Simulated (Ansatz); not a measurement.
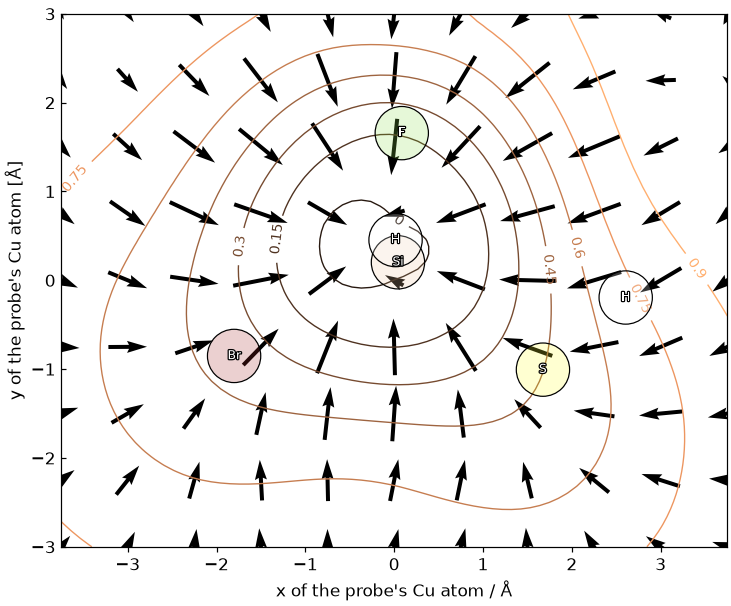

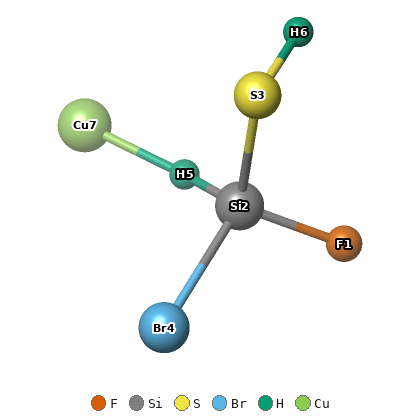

Energy landscape of BrFH₂SSi (SMILES F[SiH](S)Br) with the probe Cu+. 
- The probe is moved over a plane parallel to the molecule's main plane, 3.65 Å above it.
- First axis: x of the probe's Cu atom. Second axis: y of the probe's Cu atom.
- Nothing is relaxed (molecule and probe rigid).
- The grid has 11 × 9 points.
- Points are written as (first, second).
- Energies: eV, counted from the lowest grid point.
- Level of theory: RKS B3LYP-D4/def2-SVP in Ansatz.

In the figure: contour lines labelled in eV, arrows along the force (downhill), their lengths compressed, labelled circles for the molecule's atoms, projected on the plane. Between grid points the surface is interpolated. The second picture is the structure at the lowest point.

Question: Summarise what can be read from the map.

Answer: The lowest grid point is at (0.00 Å, 0.00 Å) [nearest 1 H at 1.76 Å]. The bottom of the well lies between grid points, at about (−0.49 Å, 0.38 Å), about 0.034 eV lower on the interpolated surface. It is the only kind of minimum in the scanned range. The highest grid point, (3.75 Å, 2.25 Å), lies 1.03 eV above the lowest. Near the minimum the curvatures are about 0.29 and 0.39 eV/Å² along the soft and the stiff direction.

The input of one point:

```yaml
crystal:
  periodic: [false, false, false]
  atoms:
    - { symbol: F, position_ang: [0.085299, 1.656333, -0.217882] }
    - { symbol: Si, position_ang: [0.042391, 0.202094, 0.497159] }
    - { symbol: S, position_ang: [1.674564, -1.00644, -0.145484] }
    - { symbol: Br, position_ang: [-1.802254, -0.851987, -0.133794] }
    - { symbol: H, position_ang: [0.015277, 0.452234, 1.954313] }
    - { symbol: H, position_ang: [2.606242, -0.194348, 0.413274] }
    - { symbol: Cu, position_ang: [0.0, 0.0, 3.65] }
total_charge: 1
basis:
  gaussian: { orbitals: def2-SVP }
hamiltonian:
  xc: { name: B3LYP }
  dispersion: d4
output:
  forces: true
```

Time for the 99 points that were run: 32 min on 1 thread of Arm Neoverse N1, with other jobs on the host.
